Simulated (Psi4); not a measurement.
# B2PLYP/def2-SVP (core potential, density fitting for correlation, sweep point 8) run of InH5S (In(H2S)H3)

Aim: the vertical ionisation energy of InH5S (In(H2S)H3) at B2PLYP/def2-SVP (core potential, density fitting for correlation, sweep point 8), from 2 runs. 

The calculation is run with Psi4 1.11.

2 further runs of the same task are left out: 2 set aside as unsound or not needed.

## 1. The system as given

InH5S: 7 atoms, total charge 0, spin state singlet. As SMILES, `[H][In]([H])([H])<-[SH2]`. Geometry: a GFN2-xTB relaxation, a rough one for these elements and not checked as a minimum.

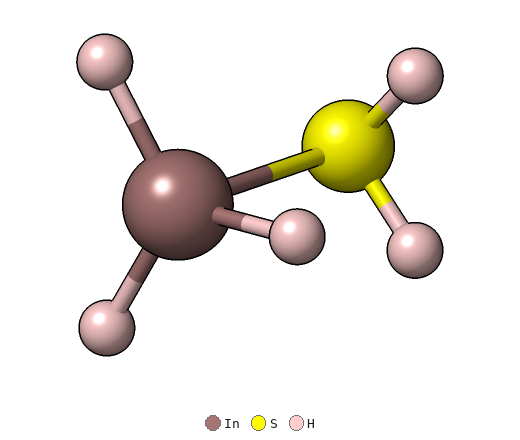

Viewed from a chosen angle; indium brown, sulfur yellow, hydrogen pink.

## 2. A single-point energy at B2PLYP/def2-SVP (core potential, density fitting for correlation, sweep point 8)

File input.dat:

```
memory 1600 mb

molecule {
  In     0.25620907    -0.42464036    -2.07900109
  S      0.27888578    -0.48760603     3.04640859
  H      0.96207847     1.93458822     3.11591272
  H     -2.17095517     0.09021553     3.09423756
  H      3.41634137    -0.34243727    -2.54052890
  H     -1.36230356     2.36066477    -2.10215024
  H     -1.38027486    -3.13078486    -2.53487862
  units bohr
  symmetry c1
}

set {
  basis                def2-SVP
  puream               true
  scf_type             pk
  dft_radial_points    99
  dft_spherical_points 590
  num_frozen_docc      9
}

result, w = energy("b2plyp", return_wfn=True)
print_variables()
```

Started as:

```console
$ psi4 -n 1 input.dat output.dat
```

output.dat:

```text
[...]
    !!!  WARNING: ECP capability is in beta. Please check occupations closely.  !!!
[...]
  Running in c1 symmetry.
[...]
  Nuclear repulsion =  114.580463974920491
[...]
  Multiplicity = 1
[...]
  Nalpha       = 21
  Nbeta        = 21
[...]
    Number of basis functions: 69
[...]
   @RKS iter   1:  -590.58288162948452   -1.02324e+00   4.08303e-03 DIIS/ADIIS
[...]
   @RKS iter   7:  -590.63857367298158   -4.72073e-09   3.03125e-07 DIIS
[...]
    Orbital Energies [Eh]
    ---------------------
    Doubly Occupied:
       1A    -90.197148     2A     -8.426293     3A     -6.277808
       4A     -6.275496     5A     -6.271874     6A     -4.940456
       7A     -3.286992     8A     -3.278291     9A     -3.278247
      10A     -0.905262    11A     -0.849899    12A     -0.845255
      13A     -0.844685    14A     -0.842078    15A     -0.841477
      16A     -0.556950    17A     -0.494689    18A     -0.466408
      19A     -0.362441    20A     -0.319092    21A     -0.315339
[...]
  @RKS Final Energy:  -590.63857367298158
   => Energetics <=
    Nuclear Repulsion Energy =            114.5804639749204910
    One-Electron Energy =               -1115.6498100126041209
    Two-Electron Energy =                 431.6070285591776496
    DFT Exchange-Correlation Energy =     -21.1762561944754921
    Empirical Dispersion Energy =           0.0000000000000000
    VV10 Nonlocal Energy =                  0.0000000000000000
    Total Energy =                       -590.6385736729815790
[...]
 Multipole Moments:
 ------------------------------------------------------------------------------------
     Multipole            Electronic (a.u.)      Nuclear  (a.u.)        Total (a.u.)
 ------------------------------------------------------------------------------------
 L = 1.  Multiply by 2.5417464519 to convert [e a0] to [Debye]
 Dipole X            :          0.9188840           -1.1477356           -0.2288516
 Dipole Y            :         -1.3538144            1.7387936            0.3849792
 Dipole Z            :        -42.2626706           43.5021359            1.2394653
 Magnitude           :                                                    1.3178984
[...]
```

It took 8.1 s on 1 thread of Intel Xeon Platinum 8488C (Sapphire Rapids), shared host; peak memory 0.94 GiB.

## 3. The doublet cation at the same level

File input.inp:

```
memory 1.6 GB

molecule system {
  1 2
  In     0.25620907    -0.42464036    -2.07900109
  S      0.27888578    -0.48760603     3.04640859
  H      0.96207847     1.93458822     3.11591272
  H     -2.17095517     0.09021553     3.09423756
  H      3.41634137    -0.34243727    -2.54052890
  H     -1.36230356     2.36066477    -2.10215024
  H     -1.38027486    -3.13078486    -2.53487862
  units au
  symmetry c1
}

set {
  basis def2-SVP
  reference uks
  puream true
  scf_type pk
  dft_radial_points 99
  dft_spherical_points 590
  num_frozen_docc 9
  maxiter 150
}

E, wfn = energy("b2plyp", return_wfn=True)
```

Started as:

```console
$ psi4 -n 1 input.inp input.out
```

input.out:

```text
[...]
    !!!  WARNING: ECP capability is in beta. Please check occupations closely.  !!!
[...]
  Running in c1 symmetry.
[...]
  Nuclear repulsion =  114.580463974920491
[...]
  Multiplicity = 2
[...]
  Nalpha       = 21
  Nbeta        = 20
[...]
    Number of basis functions: 69
[...]
   @UKS iter   1:  -590.21648719382324   -6.56841e-01   3.49672e-03 DIIS/ADIIS
[...]
   @UKS iter  20:  -590.28434562269740    5.69717e-07   8.95676e-07 DIIS
[...]
   @S^2 Observed:                7.672592094E-01
[...]
    Orbital Energies [Eh]
    ---------------------
    Alpha Occupied:
       1A    -90.380057     2A     -8.608645     3A     -6.459599
       4A     -6.457522     5A     -6.454950     6A     -5.199904
       7A     -3.546676     8A     -3.540523     9A     -3.534546
      10A     -1.121339    11A     -1.106387    12A     -1.105927
      13A     -1.103907    14A     -1.094335    15A     -1.075148
      16A     -0.770134    17A     -0.730502    18A     -0.660809
      19A     -0.618875    20A     -0.556564    21A     -0.554033
    Alpha Virtual:
      22A     -0.170503    23A     -0.122897    24A     -0.111903
      25A     -0.104353    26A     -0.084046    27A     -0.077195
[...]
  @UKS Final Energy:  -590.28434562269740
   => Energetics <=
    Nuclear Repulsion Energy =            114.5804639749204910
    One-Electron Energy =               -1106.2125843489129693
    Two-Electron Energy =                 422.3861742220917677
    DFT Exchange-Correlation Energy =     -21.0383994707966764
    Empirical Dispersion Energy =           0.0000000000000000
    VV10 Nonlocal Energy =                  0.0000000000000000
    Total Energy =                       -590.2843456226974013
[...]
 Multipole Moments:
 ------------------------------------------------------------------------------------
     Multipole            Electronic (a.u.)      Nuclear  (a.u.)        Total (a.u.)
 ------------------------------------------------------------------------------------
 L = 1.  Multiply by 2.5417464519 to convert [e a0] to [Debye]
 Dipole X            :          0.4991096           -1.1477356           -0.6486259
 Dipole Y            :         -0.6730674            1.7387936            1.0657262
 Dipole Z            :        -42.8667041           43.5021359            0.6354318
 Magnitude           :                                                    1.4000934
[...]
```

Wall time 22 s (1 thread of Intel Xeon Platinum 8488C (Sapphire Rapids), shared host); peak memory 0.94 GiB.

## 4. Outcome

Level: B2PLYP/def2-SVP (core potential, density fitting for correlation, sweep point 8), 9 core orbitals frozen.

| quantity | value |
| --- | --- |
| singlet InH5S: total energy | -590.72393 Eh |
| singlet InH5S: HOMO energy (SCF part's orbitals) | -8.58 eV |
| singlet InH5S: LUMO energy (SCF part's orbitals) | 0.66 eV |
| singlet InH5S: HOMO–LUMO gap (SCF part's orbitals) | 9.24 eV |
| doublet cation: total energy | -590.36518 Eh |
| doublet cation: HOMO energy (SCF part's orbitals) (highest over α and β) | -14.26 eV |
| doublet cation: LUMO energy (SCF part's orbitals) (lowest over α and β) | -10.72 eV |
| doublet cation: ⟨S²⟩ | 0.767 |
| vertical ionisation energy (to the doublet cation) | 9.762 eV |

**Reading.** The vertical ionisation energy comes to 9.76 eV (942 kJ/mol). −ε(HOMO) before ionisation, 8.58 eV, is 1.18 eV below this ionisation energy.
